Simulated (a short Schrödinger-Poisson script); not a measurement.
Structure: symmetric double-gate stack, SiO2 on p-type GaN, at 300 K.

| layer | material | thickness (nm) | Na (cm⁻³) |
|---|---|---|---|
| 1 | SiO2 | 3.5 | - |
| 2 | GaN | 14 | 1e16 |
| 3 | SiO2 | 3.5 | - |

The device is made up for the run: typed textbook-type constants, with dimensions and the other settings drawn at random. SiO2: permittivity 3.9, conduction-band edge (eV) 3.2, gap (eV) 9, electron mass (mₑ) 0.5. GaN: permittivity 9.5, conduction-band edge (eV) 0, gap (eV) 3.43, Nv at 300 K (cm⁻³) 4.6e19.

Channel valleys (confinement mass, in-plane density-of-states mass, number): Γ 0.2, 0.2, 1. At the gates, both at one voltage, the conduction-band edge of layer 1 lies 3.71 eV − eVg above the Fermi level of the channel. Gaps are held at their typed values at every temperature. Mesh 0.03 nm at interfaces.

From a short Schrödinger-Poisson script (our own, NumPy): 1D Poisson equation in equilibrium, electrons quantum, Hartree (BenDaniel-Duke, 12 states a valley, the channel's in-plane mass for all, wave functions ending at the dielectric), parabolic valleys, classical holes, full ionisation, no traps, pinning or gate leakage.

Only gate voltages with over 1e8 electrons/cm² are shown.

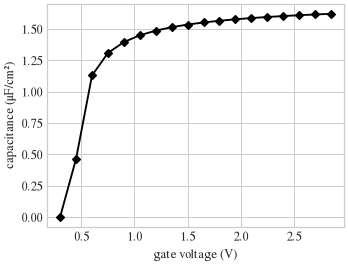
Figure. Quasi-static capacitance against gate voltage

| Vg (V) | electrons (cm⁻²) | C (μF/cm²) | Γ E0 (meV) | Γ E1 (meV) |
|---|---|---|---|---|
| 0.3 | 5.75e8 | 0.00362 | 221.2 | 249.9 |
| 0.45 | 1.13e11 | 0.466 | 84.5 | 112.4 |
| 0.6 | 9.34e11 | 1.13 | 28.9 | 51.7 |
| 0.75 | 2.09e12 | 1.31 | 6.8 | 24.2 |
| 0.9 | 3.36e12 | 1.40 | -7.4 | 5.8 |
| 1.05 | 4.69e12 | 1.45 | -18.5 | -8.5 |
| 1.2 | 6.07e12 | 1.49 | -28.2 | -20.5 |
| 1.35 | 7.47e12 | 1.51 | -37.1 | -31.2 |
| 1.5 | 8.90e12 | 1.54 | -45.7 | -41.1 |
| 1.65 | 1.03e13 | 1.55 | -54.0 | -50.4 |
| 1.8 | 1.18e13 | 1.57 | -62.1 | -59.3 |
| 1.95 | 1.33e13 | 1.58 | -70.1 | -67.9 |
| 2.1 | 1.48e13 | 1.59 | -78.1 | -76.3 |
| 2.25 | 1.63e13 | 1.60 | -86.0 | -84.6 |
| 2.4 | 1.78e13 | 1.60 | -93.9 | -92.7 |
| 2.55 | 1.93e13 | 1.61 | -101.7 | -100.8 |
| 2.7 | 2.08e13 | 1.62 | -109.5 | -108.8 |
| 2.85 | 2.23e13 | 1.62 | -117.3 | -116.7 |

Subbands count from the Fermi level. The capacitance is that of both gates.

In real p-type GaN the Mg acceptor is only partly ionised, and so wide a gap doesn't supply an inversion layer without source and drain.
